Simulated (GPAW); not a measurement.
# FeCo7 (bcc Fe2Co14): moments or none

Wanted: the moments of FeCo7 (bcc Fe2Co14) and the energy gained by spin polarisation.

Program: GPAW 26.7.0. Level of theory: PBE; plane waves with GPAW's PAW setups, scalar-relativistic. Results are calculated unless marked as measured.

### Step 1. The starting structure

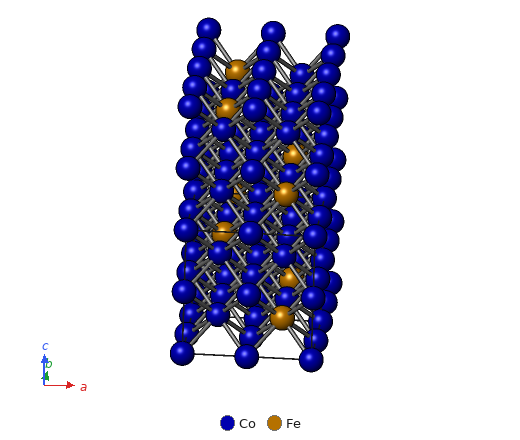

Start, viewed slightly off an axis; cobalt blue, iron orange. 1×2×2 cells are drawn. Some periodic images of atoms are drawn too.

The cell is a made-up one and need not be a known phase.

### Step 2. Start 1: ferro ++++++++++++++++

Parallel moments need no larger cell; this start tests for a ferromagnetic state only.

order1.py

```python
import json
import numpy as np
from ase import Atoms
from ase.parallel import paropen, parprint
from gpaw import GPAW

atoms = Atoms(['Co', 'Co', 'Co', 'Co', 'Co', 'Co', 'Co', 'Fe', 'Co', 'Fe', 'Co', 'Co', 'Co', 'Co', 'Co', 'Co'],
    cell=[[5.669, 0.0, 0.0],
         [0.0, 5.669, 0.0],
         [0.0, 0.0, 5.669]],
    scaled_positions=[[0.0, 0.0, 0.0],
         [0.25, 0.25, 0.25],
         [0.0, 0.0, 0.5],
         [0.25, 0.25, 0.75],
         [0.0, 0.5, 0.0],
         [0.25, 0.75, 0.25],
         [0.0, 0.5, 0.5],
         [0.25, 0.75, 0.75],
         [0.5, 0.0, 0.0],
         [0.75, 0.25, 0.25],
         [0.5, 0.0, 0.5],
         [0.75, 0.25, 0.75],
         [0.5, 0.5, 0.0],
         [0.75, 0.75, 0.25],
         [0.5, 0.5, 0.5],
         [0.75, 0.75, 0.75]],
    pbc=True,
    magmoms=[1.8, 1.8, 1.8, 1.8, 1.8, 1.8, 1.8, 2.4, 1.8, 2.4, 1.8, 1.8, 1.8, 1.8, 1.8, 1.8])
atoms.calc = GPAW(mode={'name': 'pw', 'ecut': 450},
    xc='PBE',
    kpts={'size': (7, 7, 7), 'gamma': True},
    occupations={'name': 'fermi-dirac', 'width': 0.05},
    convergence={'density': 1e-05, 'energy': 1e-05},
    maxiter=200,
    mixer={'name': 'pulay', 'beta': 0.04, 'nmaxold': 8, 'weight': 100},
    symmetry={'tolerance': 1e-4},
    txt='order1.txt')
e = atoms.get_potential_energy(force_consistent=True)
res = {'free_energy': e, 'energy_sigma0': atoms.get_potential_energy(), 'fermi_energy': atoms.calc.get_fermi_level()}
res['moments'] = atoms.get_magnetic_moments().tolist()
res['total'] = atoms.get_magnetic_moment()
parprint('site moments (muB):', np.round(res['moments'], 3))
parprint(f"total moment: {res['total']:.3f} muB")
parprint(f'free energy: {e:.6f} eV')
atoms.calc.write('order1.gpw')
with paropen('results.json', 'w') as f:
    json.dump(res, f)
```

On the command line:

```
OMP_NUM_THREADS=1 mpirun -n 4 gpaw python order1.py > order1.log
```

Numbers of over 12 decimals in the logs are rounded to 6 here.

The program printed:

```text
site moments (muB): [1.832 1.833 1.832 1.833 1.832 1.833 1.832 2.732 1.832 2.732 1.832 1.833
 1.832 1.833 1.832 1.833]
total moment: 30.273 muB
free energy: -130.564690 eV

--- order1.txt ---
Input parameters:
  mode=PW(ecut=450),
  convergence={'density': 1e-05, 'energy': 1e-05},
  kpts=MonkhorstPack(size=(7, 7, 7), gamma=True),
  maxiter=200,
  mixer=Pulay(name='pulay', nmaxold=8, beta=0.04, weight=100, sigma=0.015, g_ss=None),
  occupations=Occupations(name='fermi-dirac', width=0.05),
  symmetry=Symmetry(tolerance=0.0001),
  xc=XC(name='PBE')

Diagonalizing LCAO Hamiltonian
Converting LCAO to pw mode
    .-------------.
   /|             |
  / |             |
 *  |  Fe     Co  |
 |  |Co     Co    |
 |Co|    Co       |
 |  |  Co     Co  |
 Co .Co-Co--Fe----.
 | /             /
 |/o     Co     /
 Co-----Co-----*

Atoms  # Å, Bohr magnetons
|    | symbol |        x |        y |        z |    initial magnetic moments |
|----|--------|----------|----------|----------|-----------------------------|
|  0 |     Co | 0.000000 | 0.000000 | 0.000000 | ( 0.0000,  0.0000,  1.8000) |
|  1 |     Co | 1.417250 | 1.417250 | 1.417250 | ( 0.0000,  0.0000,  1.8000) |
|  2 |     Co | 0.000000 | 0.000000 | 2.834500 | ( 0.0000,  0.0000,  1.8000) |
|  3 |     Co | 1.417250 | 1.417250 | 4.251750 | ( 0.0000,  0.0000,  1.8000) |
|  4 |     Co | 0.000000 | 2.834500 | 0.000000 | ( 0.0000,  0.0000,  1.8000) |
|  5 |     Co | 1.417250 | 4.251750 | 1.417250 | ( 0.0000,  0.0000,  1.8000) |
|  6 |     Co | 0.000000 | 2.834500 | 2.834500 | ( 0.0000,  0.0000,  1.8000) |
|  7 |     Fe | 1.417250 | 4.251750 | 4.251750 | ( 0.0000,  0.0000,  2.4000) |
|  8 |     Co | 2.834500 | 0.000000 | 0.000000 | ( 0.0000,  0.0000,  1.8000) |
|  9 |     Fe | 4.251750 | 1.417250 | 1.417250 | ( 0.0000,  0.0000,  2.4000) |
| 10 |     Co | 2.834500 | 0.000000 | 2.834500 | ( 0.0000,  0.0000,  1.8000) |
| 11 |     Co | 4.251750 | 1.417250 | 4.251750 | ( 0.0000,  0.0000,  1.8000) |
| 12 |     Co | 2.834500 | 2.834500 | 0.000000 | ( 0.0000,  0.0000,  1.8000) |
| 13 |     Co | 4.251750 | 4.251750 | 1.417250 | ( 0.0000,  0.0000,  1.8000) |
| 14 |     Co | 2.834500 | 2.834500 | 2.834500 | ( 0.0000,  0.0000,  1.8000) |
| 15 |     Co | 4.251750 | 4.251750 | 4.251750 | ( 0.0000,  0.0000,  1.8000) |

Unit cell  # Å
| periodic |        x |        y |        z |  lengths |    angles |
|----------|----------|----------|----------|----------|-----------|
|      yes | 5.669000 | 0.000000 | 0.000000 | 5.669000 | 90.000000 |
|      yes | 0.000000 | 5.669000 | 0.000000 | 5.669000 | 90.000000 |
|      yes | 0.000000 | 0.000000 | 5.669000 | 5.669000 | 90.000000 |

Number of symmetries: 12

BZ-sampling:
  Number of BZ points: 343
  Number of IBZ points: 44

  Monkhorst-Pack size: [7, 7, 7]
  Monkhorst-Pack shift: [0, 0, 0]

K-points  # in reciprocal-cell coordinates
|     |                                coordinates |     weight |
|-----|--------------------------------------------|------------|
|   0 | (  0.00000000,   0.00000000,   0.00000000) | 0.00291545 |
|   1 | (  0.14285714,  -0.14285714,  -0.14285714) | 0.00583090 |
|   2 | (  0.14285714,   0.00000000,  -0.14285714) | 0.01749271 |
|   3 | (  0.14285714,   0.00000000,   0.00000000) | 0.01749271 |
|   4 | (  0.14285714,   0.14285714,   0.00000000) | 0.01749271 |
|   5 | (  0.14285714,   0.14285714,   0.14285714) | 0.01749271 |
|   6 | (  0.28571429,  -0.28571429,  -0.28571429) | 0.00583090 |
|   7 | (  0.28571429,  -0.14285714,  -0.28571429) | 0.01749271 |
|   8 | (  0.28571429,  -0.14285714,  -0.14285714) | 0.01749271 |
|   9 | (  0.28571429,   0.00000000,  -0.28571429) | 0.01749271 |
| ... |                                            |            |
|  43 | (  0.42857143,   0.42857143,   0.42857143) | 0.01749271 |

Plane wave coefficients: 3966
Cutoff: 450.000000 eV

Spin-components: 2 (collinear spins)
Bands:           108
Projectors:      96
Spin-degeneracy: 1
Datatype:        complex128

Parallelization:
  kpt:    4
  domain: 1
  band:   1

Density:
  Valence electrons: 142.0
  Components: 2
  Grid points: [28 28 28]
  Charge: 0.0  # |e|

Potential:
  Grid points: [28 28 28]

species:
  Co:
    name:    Cobalt
    Z:       27.0
    valence: 9
    core:    18
    charge:  0.0  # [|e|]
    compensation charges:
      type: gauss
      rc: 0.32  # [Å]
      lmax: 2
    cutoffs:
      filter: 1.87  # [Å]
      core: 2.55  # [Å]
    projectors
    | kind |    occ | energy [eV] | rcut [Å] |
    |------|--------|-------------|----------|
    |   4s |  2.000 |      -5.469 |    1.005 |
    |   4p |  0.000 |      -1.277 |    1.058 |
    |   3d |  7.000 |      -8.205 |    1.005 |
    |    s |        |      21.742 |    1.005 |
    |    p |        |      25.934 |    1.058 |
    |    d |        |      19.007 |    1.005 |

    Using partial waves for Co as LCAO basis

  Fe:
    name:    Iron
    Z:       26.0
    valence: 8
    core:    18
    charge:  0.0  # [|e|]
    compensation charges:
      type: gauss
      rc: 0.33  # [Å]
      lmax: 2
    cutoffs:
      filter: 2.06  # [Å]
      core: 2.67  # [Å]
    projectors
    | kind |    occ | energy [eV] | rcut [Å] |
    |------|--------|-------------|----------|
    |   4s |  2.000 |      -5.291 |    1.164 |
    |   4p |  0.000 |      -1.326 |    1.058 |
    |   3d |  6.000 |      -7.505 |    1.058 |
    |    s |        |      21.920 |    1.164 |
    |    p |        |      25.885 |    1.058 |
    |    d |        |      19.706 |    1.058 |

    Using partial waves for Fe as LCAO basis

Reference energy: -599876.847880  # eV

eigensolver:
  PPCG
  Converge bands: occupied
  niter=2

density mixing:
  Pulay-Mixer
  Linear mixing parameters: 0.04
  Old densities: 8
  Fourier metric: weight=100, sigma=0.015

occupation numbers:
  Fermi-Dirac:
    width: 0.0500  # eV

poisson solver:
  ecut: 3600.000000  # eV

xc functional:
  name: PBE with 2 nearest neighbor stencil

convergence criteria:
- Maximum integral of absolute [dens]ity change: 1e-05 electrons / valence electron
- Maximum [total energy] change in last 3 cyles: 1e-05 eV / valence electron
- Maximum integral of absolute [eigenst]ate change: 4e-08 eV^2 / valence electron
maximum number of iterations: 200

SCF iterations
|iter     |      energy | eigst |  dens |  magmom |
|---------|-------------|-------|-------|---------|
|iter:   1|       0s | -128.592483 | +0.45 |       | +30.0480|
|iter:   2|      35s | -128.980158 | -1.08 | -1.19 | +30.0352|
|iter:   3|      67s | -129.017961 | -2.08 | -1.17 | +30.0287|
|iter:   4|     102s | -129.274230 | -2.09 | -1.19 | +29.9815|
|iter:   5|     141s | -129.329800 | -3.15 | -1.32 | +29.9770|
|iter:   6|     175s | -129.541570 | -3.26 | -1.33 | +29.9569|
|iter:   7|     212s | -130.423346 | -1.82 | -1.37 | +29.8361|
|iter:   8|     248s | -130.450167 | -3.05 | -1.96 | +29.8948|
|iter:   9|     284s | -130.467054 | -3.27 | -2.10 | +30.0064|
|iter:  10|     314s | -130.469161 | -4.26 | -2.45 | +30.0374|
|iter:  11|     347s | -130.470163 | -4.89 | -2.56 | +30.0625|
|iter:  12|     382s | -130.475931 | -4.12 | -2.62 | +30.2471|
|iter:  13|     420s | -130.476012 | -5.18 | -3.36 | +30.2558|
|iter:  14|     457s | -130.476008c| -5.97 | -3.55 | +30.2553|
|iter:  15|     494s | -130.476023c| -6.32 | -3.60 | +30.2656|
|iter:  16|     531s | -130.476009c| -6.56 | -3.77 | +30.2714|
|iter:  17|     557s | -130.476002c| -7.57c| -4.24 | +30.2699|
|iter:  18|     597s | -130.475994c| -7.74c| -4.27 | +30.2715|
|iter:  19|     625s | -130.475992c| -7.66c| -4.49 | +30.2727|
|iter:  20|     645s | -130.475989c| -8.03c| -4.77 | +30.2731|
|iter:  21|     662s | -130.475987c| -8.24c| -4.95 | +30.2728|
|iter:  22|     679s | -130.475986c| -8.56c| -4.97 | +30.2731|
|iter:  23|     695s | -130.475985c| -8.97c| -5.00 | +30.2730|
|iter:  24|     714s | -130.475984c| -8.83c| -5.03c| +30.2731|

Converged in 24 steps
Energy contributions relative to reference atoms: (reference = -599876.847880)

Energy contributions:
  Kinetic:         120.952272
  Coulomb:        -100.037580
  Zero:              3.884968
  External:          0.000000
  Xc:             -155.186939
  Entropy:          -0.177411
  Spinorbit:         0.000000
  ----------------------------
  Free energy:    -130.564690
  Extrapolated:   -130.475984

dipole moment: (-61.299487, -61.299487, -61.299487)  # |e|*Ang

Total magnetic moment: (0.000000, 0.000000, 30.273076)

Local magnetic moments
|        x |        y |        z |
|----------|----------|----------|
| 0.000000 | 0.000000 | 1.831968 |  # Co   0
| 0.000000 | 0.000000 | 1.832803 |  # Co   1
| 0.000000 | 0.000000 | 1.831968 |  # Co   2
| 0.000000 | 0.000000 | 1.832803 |  # Co   3
| 0.000000 | 0.000000 | 1.831968 |  # Co   4
| 0.000000 | 0.000000 | 1.832803 |  # Co   5
| 0.000000 | 0.000000 | 1.831968 |  # Co   6
| 0.000000 | 0.000000 | 2.732486 |  # Fe   7
| 0.000000 | 0.000000 | 1.831968 |  # Co   8
| 0.000000 | 0.000000 | 2.732486 |  # Fe   9
| 0.000000 | 0.000000 | 1.831968 |  # Co  10
| 0.000000 | 0.000000 | 1.832803 |  # Co  11
| 0.000000 | 0.000000 | 1.831968 |  # Co  12
| 0.000000 | 0.000000 | 1.832803 |  # Co  13
| 0.000000 | 0.000000 | 1.831968 |  # Co  14
| 0.000000 | 0.000000 | 1.832803 |  # Co  15

Fermi level: 10.381
Eigenvalues  # (at kpt = [0.000, 0.000, 0.000])
| band index |      eig [eV] | occ [0-1] |      eig [eV] | occ [0-1] |
|------------|---------------|-----------|---------------|-----------|
|          0 |         1.222 |     1.000 |         1.285 |     1.000 |
|        ... |               |           |               |           |
|         67 |         8.534 |     1.000 |        10.783 |     0.000 |
|         68 |         8.623 |     1.000 |        10.917 |     0.000 |
|         69 |         8.623 |     1.000 |        10.961 |     0.000 |
|         70 |         8.682 |     1.000 |        10.961 |     0.000 |
|         71 |         8.682 |     1.000 |        10.961 |     0.000 |
|         72 |         9.489 |     1.000 |        11.002 |     0.000 |
|         73 |         9.489 |     1.000 |        11.002 |     0.000 |
|         74 |         9.489 |     1.000 |        11.111 |     0.000 |
|         75 |         9.530 |     1.000 |        11.111 |     0.000 |
|         76 |         9.530 |     1.000 |        11.342 |     0.000 |
|         77 |         9.530 |     1.000 |        11.342 |     0.000 |
|         78 |         9.639 |     1.000 |        11.342 |     0.000 |
|         79 |         9.652 |     1.000 |        11.550 |     0.000 |
|         80 |         9.652 |     1.000 |        11.550 |     0.000 |
|         81 |         9.691 |     1.000 |        11.550 |     0.000 |
|         82 |         9.691 |     1.000 |        11.577 |     0.000 |
|        ... |               |           |               |           |
|        107 |        19.455 |     0.000 |        19.599 |     0.000 |

No gap
No difference between direct/indirect transitions
```

Elapsed: 13 min, on 4 MPI ranks of Intel Xeon at 2.50GHz (Skylake/Cascade Lake), shared host; peak memory 1.6 GiB; 52 min of CPU time.

Spin moment in the augmentation sphere by atom:

| atom | spin moment in the augmentation sphere (μB) |
| --- | --- |
| Co1 | 1.83 |
| Co2 | 1.83 |
| Co3 | 1.83 |
| Co4 | 1.83 |
| Co5 | 1.83 |
| Co6 | 1.83 |
| Co7 | 1.83 |
| Fe8 | 2.73 |
| Co9 | 1.83 |
| Fe10 | 2.73 |
| Co11 | 1.83 |
| Co12 | 1.83 |
| Co13 | 1.83 |
| Co14 | 1.83 |
| Co15 | 1.83 |
| Co16 | 1.83 |

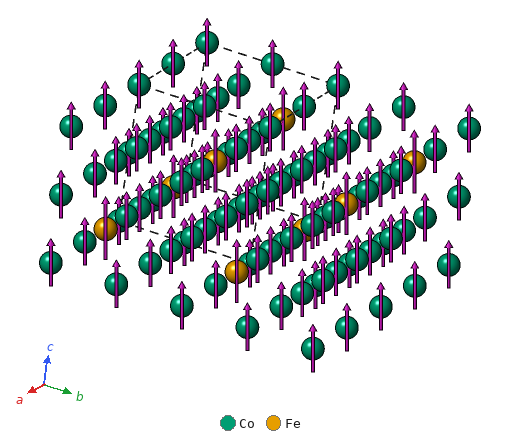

Spin moment in the augmentation sphere as arrows, the longest 2.73 μB. Up and down stand for the sign. Arrows give size and sign along the axis of quantisation, drawn up and down the page. 2×2×1 cells are drawn. Some periodic images of atoms are drawn too.

This step gave:

- magnetization: 30.27 μB
- final state: ferromagnetic

After 24 cycles the largest moment stands at 2.73 μB.

[end of part 1 of 2]

[Logs and program files are shortened in this print: banners, set-up blocks, solver, clock and traceback lines can be left out without a mark of their own.]

[Logs are printed without paths, hosts, clocks, repeated set-up lines and the standing remarks that a program may print on its own settings, such as how far it seeks lower states.]

[Hosts, paths, dates, database ids (printed as entryN), source tags and the programs' standing remarks are cut or masked in the printed files.]

[Where a cell is said to come from a database of computed structures, the database is the Materials Project.]
